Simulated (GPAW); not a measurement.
## Run report: CH₂AlFO, excited-state calculation (part 1 of 2)

CH₂AlFO, computed with DELTA-SCF (LDA (PW92))/dz(dzp), UKS, scalar-relativistic datasets (GPAW 26.7.0).

The geometry comes from this level: GFN2-xTB.

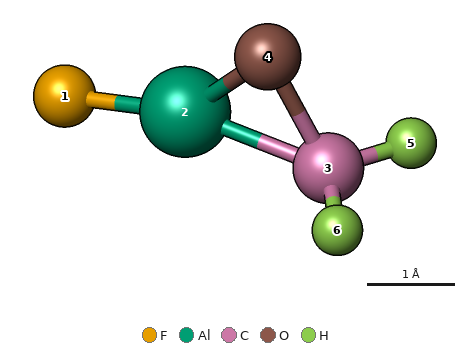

Figure 1. The structure as given in the input (ball-and-stick view, seen at a tilt; atoms are numbered from 1 in the order of the input). Sticks mark near contacts. Bond lengths as drawn: Al–C 1.89 Å, Al–F 1.64 Å, Al–O 1.67 Å, C–H 1.08 Å and C–O 1.58 Å.

Input file (gs.py)
```python
from ase import Atoms
from gpaw import GPAW
from gpaw.directmin.tools import excite
from gpaw.mom import prepare_mom_calculation
from gpaw.utilities.adjust_cell import adjust_cell

atoms = Atoms(['F', 'Al', 'C', 'O', 'H', 'H'],
    positions=[[ -0.387130,  -2.587860,   0.665090],
               [ -0.237570,  -1.021740,   0.196360],
               [  0.368410,   0.761680,   0.005960],
               [ -0.883490,   0.183320,  -0.764930],
               [  1.101530,   1.077380,  -0.726740],
               [  0.038240,   1.587220,   0.624260]])
adjust_cell(atoms, 4.5, h=0.18)

gpaw_calc = GPAW(mode='lcao',
                 basis='dz(dzp)',
                 h=0.18,
                 xc='LDA',
                 spinpol=True,
                 nbands='nao',
                 maxiter=100,
                 symmetry='off',
                 occupations={'name': 'fixed-uniform'},
                 txt='-')
atoms.calc = gpaw_calc
e0 = atoms.get_potential_energy()
gpaw_calc.write('gs.gpw', mode='all')

gaps = {}
for name, spins in [('mixed', (0, 0)), ('triplet', (0, 1))]:
    gpaw_calc = GPAW('gs.gpw', txt=f'{name}.txt')
    atoms = gpaw_calc.get_atoms()
    f_sn = excite(gpaw_calc, -1, 0, spin=spins)
    prepare_mom_calculation(gpaw_calc, atoms, f_sn)
    gaps[name] = atoms.get_potential_energy() - e0
    print(f'{name:8} {gaps[name]:.3f} eV')
singlet = 2 * gaps['mixed'] - gaps['triplet']
print(f'Spin-purified singlet: {singlet:.3f} eV')
```

Machine: 1 thread of Arm Neoverse V2, 24 GiB of memory available, shared host.

Run as:
```bash
python gs.py
```

Output
```
__  _  _
 | _ |_)|_||  |
 |__||  | ||/\| - 26.7.0

units:  Angstrom and eV
cores:  1
OpenMP: False

Versions:
  Python: 3.12.14
  ASE:    3.29.0
  Numpy:  2.5.5
  Scipy:  1.18.1
  Libxc:  7.0.0

        _gpaw.cpython-312-aarch64-linux-gnu.so

Input parameters:
  mode=LCAO(),
  basis={'default': 'dz(dzp)'},
  h=0.18,
  maxiter=100,
  nbands='nao',
  occupations=Occupations(name='fixed-uniform'),
  spinpol=True,
  symmetry=Symmetry(point_group=False, time_reversal=False),
  xc=XC(name='LDA')
         .---------------------------.
        /|                           |
       / |                           |
      /  |                           |
     /   |                           |
    /    |                           |
   /     |                           |
  /      |                           |
 *       |          H                |
 |       |                           |
 |       |          C H              |
 |       |       FAl                 |
 |       |                           |
 |       .---------------------------.
 |      /                           /
 |     /                           /
 |    /                           /
 |   /                           /
 |  /                           /
 | /                           /
 |/                           /
 *---------------------------*

Atoms  # Å, Bohr magnetons
|   | symbol |        x |        y |        z |    initial magnetic moments |
|---|--------|----------|----------|----------|-----------------------------|
| 0 |      F | 5.263850 | 4.752460 | 6.115010 | ( 0.0000,  0.0000,  0.0000) |
| 1 |     Al | 5.413410 | 6.318580 | 5.646280 | ( 0.0000,  0.0000,  0.0000) |
| 2 |      C | 6.019390 | 8.102000 | 5.455880 | ( 0.0000,  0.0000,  0.0000) |
| 3 |      O | 4.767490 | 7.523640 | 4.684990 | ( 0.0000,  0.0000,  0.0000) |
| 4 |      H | 6.752510 | 8.417700 | 4.723180 | ( 0.0000,  0.0000,  0.0000) |
| 5 |      H | 5.689220 | 8.927540 | 6.074180 | ( 0.0000,  0.0000,  0.0000) |

Unit cell  # Å
| periodic |         x |         y |         z |   lengths |    angles |
|----------|-----------|-----------|-----------|-----------|-----------|
|       no | 11.520000 |  0.000000 |  0.000000 | 11.520000 | 90.000000 |
|       no |  0.000000 | 13.680000 |  0.000000 | 13.680000 | 90.000000 |
|       no |  0.000000 |  0.000000 | 10.800000 | 10.800000 | 90.000000 |

Number of symmetries: 1
Symmetry operations  # r_c * U_cc + t_c -> r_c
|   | kind |            matrix            |
|---|------|------------------------------|
| 0 |  E   |  1, 0, 0,  0, 1, 0,  0, 0, 1 |

BZ-sampling:
  Number of BZ points: 1
  Number of IBZ points: 1

  Monkhorst-Pack size: [1, 1, 1]
  Monkhorst-Pack shift: [0, 0, 0]

K-points  # in reciprocal-cell coordinates
|   |                                coordinates |     weight |
|---|--------------------------------------------|------------|
| 0 | (  0.00000000,   0.00000000,   0.00000000) | 1.00000000 |

basis functions: 36
Spin-components: 2 (collinear spins)
Bands:           36
Projectors:      26
Spin-degeneracy: 1
Datatype:        <class 'float'>

  Storage: CPU
  Wave functions: 20_736 bytes (20_736 per core)

Parallelization:
  kpt:    1
  domain: 1
  band:   1

Density:
  Valence electrons: 22.0
  Components: 2
  Grid points: [64 76 60]
  Charge: 0.0  # |e|

Potential:
  Grid points: [64 76 60]

species:
  F:
    name:    Fluorine
    Z:       9.0
    valence: 7
    core:    2
    charge:  0.0  # [|e|]
    file:    F.LDA.gz
    compensation charges:
      type: gauss
      rc: 0.20  # [Å]
      lmax: 2
    cutoffs:
      filter: 1.14  # [Å]
      core: 0.74  # [Å]
    projectors
    | kind |    occ | energy [eV] | rcut [Å] |
    |------|--------|-------------|----------|
    |   2s |  2.000 |     -29.647 |    0.635 |
    |   2p |  5.000 |     -11.293 |    0.635 |
    |    s |        |      -2.435 |    0.635 |
    |    p |        |      15.918 |    0.635 |
    |    d |        |       0.000 |    0.635 |

    LCAO basis set for F:
      Name: dz(dzp)
      File: F.dzp.basis.gz
      Number of radial functions: 4
      Number of spherical harmonics: 8
        l=0, rc=3.8594 Bohr: 2s-sz confined orbital
        l=1, rc=4.8750 Bohr: 2p-sz confined orbital
        l=0, rc=2.0156 Bohr: 2s-dz split-valence wave
        l=1, rc=2.6094 Bohr: 2p-dz split-valence wave
      Number of RI-basis functions 0

  Al:
    name:    Aluminium
    Z:       13.0
    valence: 3
    core:    10
    charge:  0.0  # [|e|]
    file:    Al.LDA.gz
    compensation charges:
      type: gauss
      rc: 0.34  # [Å]
      lmax: 2
    cutoffs:
      filter: 1.91  # [Å]
      core: 2.36  # [Å]
    projectors
    | kind |    occ | energy [eV] | rcut [Å] |
    |------|--------|-------------|----------|
    |   3s |  2.000 |      -7.830 |    1.085 |
    |   3p |  1.000 |      -2.783 |    1.085 |
    |    s |        |      19.382 |    1.085 |
    |    p |        |      24.428 |    1.085 |
    |    d |        |       0.000 |    1.085 |

    LCAO basis set for Al:
      Name: dz(dzp)
      File: Al.dzp.basis.gz
      Number of radial functions: 4
      Number of spherical harmonics: 8
        l=0, rc=7.8750 Bohr: 3s-sz confined orbital
        l=1, rc=10.4219 Bohr: 3p-sz confined orbital
        l=0, rc=4.6094 Bohr: 3s-dz split-valence wave
        l=1, rc=6.2812 Bohr: 3p-dz split-valence wave
      Number of RI-basis functions 0

  C:
    name:    Carbon
    Z:       6.0
    valence: 4
    core:    2
    charge:  0.0  # [|e|]
    file:    C.LDA.gz
    compensation charges:
      type: gauss
      rc: 0.20  # [Å]
      lmax: 2
    cutoffs:
      filter: 1.14  # [Å]
      core: 1.14  # [Å]
    projectors
    | kind |    occ | energy [eV] | rcut [Å] |
    |------|--------|-------------|----------|
    |   2s |  2.000 |     -13.639 |    0.635 |
    |   2p |  2.000 |      -5.414 |    0.635 |
    |    s |        |      13.573 |    0.635 |
    |    p |        |      21.797 |    0.635 |
    |    d |        |       0.000 |    0.635 |

    LCAO basis set for C:
      Name: dz(dzp)
      File: C.dzp.basis.gz
      Number of radial functions: 4
      Number of spherical harmonics: 8
        l=0, rc=5.5469 Bohr: 2s-sz confined orbital
        l=1, rc=6.6719 Bohr: 2p-sz confined orbital
        l=0, rc=3.0312 Bohr: 2s-dz split-valence wave
        l=1, rc=3.7500 Bohr: 2p-dz split-valence wave
      Number of RI-basis functions 0

  O:
    name:    Oxygen
    Z:       8.0
    valence: 6
    core:    2
    charge:  0.0  # [|e|]
    file:    O.LDA.gz
    compensation charges:
      type: gauss
      rc: 0.21  # [Å]
      lmax: 2
    cutoffs:
      filter: 1.17  # [Å]
      core: 0.83  # [Å]
    projectors
    | kind |    occ | energy [eV] | rcut [Å] |
    |------|--------|-------------|----------|
    |   2s |  2.000 |     -23.752 |    0.688 |
    |   2p |  4.000 |      -9.195 |    0.598 |
    |    s |        |       3.459 |    0.688 |
    |    p |        |      18.016 |    0.598 |
    |    d |        |       0.000 |    0.619 |

    LCAO basis set for O:
      Name: dz(dzp)
      File: O.dzp.basis.gz
      Number of radial functions: 4
      Number of spherical harmonics: 8
        l=0, rc=4.3438 Bohr: 2s-sz confined orbital
        l=1, rc=5.3906 Bohr: 2p-sz confined orbital
        l=0, rc=2.2969 Bohr: 2s-dz split-valence wave
        l=1, rc=2.8906 Bohr: 2p-dz split-valence wave
      Number of RI-basis functions 0

  H:
    name:    Hydrogen
    Z:       1.0
    valence: 1
    core:    0
    charge:  0.0  # [|e|]
    file:    H.LDA.gz
    compensation charges:
      type: gauss
      rc: 0.15  # [Å]
      lmax: 2
    cutoffs:
      filter: 0.85  # [Å]
      core: 0.53  # [Å]
    projectors
    | kind |    occ | energy [eV] | rcut [Å] |
    |------|--------|-------------|----------|
    |   1s |  1.000 |      -6.353 |    0.476 |
    |    s |        |      20.858 |    0.476 |
    |    p |        |       0.000 |    0.476 |

    LCAO basis set for H:
      Name: dz(dzp)
      File: H.dzp.basis.gz
      Number of radial functions: 2
      Number of spherical harmonics: 2
        l=0, rc=6.4219 Bohr: 1s-sz confined orbital
        l=0, rc=3.6094 Bohr: 1s-dz split-valence wave
      Number of RI-basis functions 0

Reference energy: -12348.348622  # eV

eigensolver:
  <gpaw.new.lcao.eigensolver.LCAOEigensolver object at 0xe149b08b7770>
density mixing:
  MSR1-Mixer
  Pratt-step length: 0.05
  Maximum mixing coefficient: 0.75
  Old densities: 10
  SVD Regularization: 0.005
  Good broyden scale: 1.0
  Trust region scale: 1.0
  Backstep threshold: 4.0
  History deletion threshold: 6.0
  Fourier metric: weight=20.0, sigma=0.015

occupation numbers:
  Fixed-uniform occupations:
  [[1. 1. 1. 1. 1. 1. 1. 1. 1. 1. 1. 0. 0. 0. 0. 0. 0. 0. 0. 0. 0. 0. 0. 0.
    0. 0. 0. 0. 0. 0. 0. 0. 0. 0. 0. 0.]
   [1. 1. 1. 1. 1. 1. 1. 1. 1. 1. 1. 0. 0. 0. 0. 0. 0. 0. 0. 0. 0. 0. 0. 0.
    0. 0. 0. 0. 0. 0. 0. 0. 0. 0. 0. 0.]]

FastPoissonSolver using
    Stencil: 6*3+1=19 point O(h^6) finite-difference Laplacian
    FFT axes: []
    FST axes: [np.int64(2), np.int64(0), np.int64(1)]

xc functional:
  name: None
interpolation: tri-quintic # 5. degree polynomial

         .---------------------------.
        /|                           |
       / |                           |
      /  |                           |
     /   |                           |
    /    |                           |
   /     |                           |
  /      |                           |
 *       |          H                |
 |       |                           |
 |       |          C H              |
 |       |       FAl                 |
 |       |                           |
 |       .---------------------------.
 |      /                           /
 |     /                           /
 |    /                           /
 |   /                           /
 |  /                           /
 | /                           /
 |/                           /
 *---------------------------*

Atoms  # Å, Bohr magnetons
|   | symbol |        x |        y |        z |    initial magnetic moments |
|---|--------|----------|----------|----------|-----------------------------|
| 0 |      F | 5.263850 | 4.752460 | 6.115010 | ( 0.0000,  0.0000,  0.0000) |
| 1 |     Al | 5.413410 | 6.318580 | 5.646280 | ( 0.0000,  0.0000,  0.0000) |
| 2 |      C | 6.019390 | 8.102000 | 5.455880 | ( 0.0000,  0.0000,  0.0000) |
| 3 |      O | 4.767490 | 7.523640 | 4.684990 | ( 0.0000,  0.0000,  0.0000) |
| 4 |      H | 6.752510 | 8.417700 | 4.723180 | ( 0.0000,  0.0000,  0.0000) |
| 5 |      H | 5.689220 | 8.927540 | 6.074180 | ( 0.0000,  0.0000,  0.0000) |

Unit cell  # Å
| periodic |         x |         y |         z |   lengths |    angles |
|----------|-----------|-----------|-----------|-----------|-----------|
|       no | 11.520000 |  0.000000 |  0.000000 | 11.520000 | 90.000000 |
|       no |  0.000000 | 13.680000 |  0.000000 | 13.680000 | 90.000000 |
|       no |  0.000000 |  0.000000 | 10.800000 | 10.800000 | 90.000000 |

Number of symmetries: 1
Symmetry operations  # r_c * U_cc + t_c -> r_c
|   | kind |            matrix            |
|---|------|------------------------------|
| 0 |  E   |  1, 0, 0,  0, 1, 0,  0, 0, 1 |

BZ-sampling:
  Number of BZ points: 1
  Number of IBZ points: 1

  Monkhorst-Pack size: [1, 1, 1]
  Monkhorst-Pack shift: [0, 0, 0]

K-points  # in reciprocal-cell coordinates
|   |                                coordinates |     weight |
|---|--------------------------------------------|------------|
| 0 | (  0.00000000,   0.00000000,   0.00000000) | 1.00000000 |
```
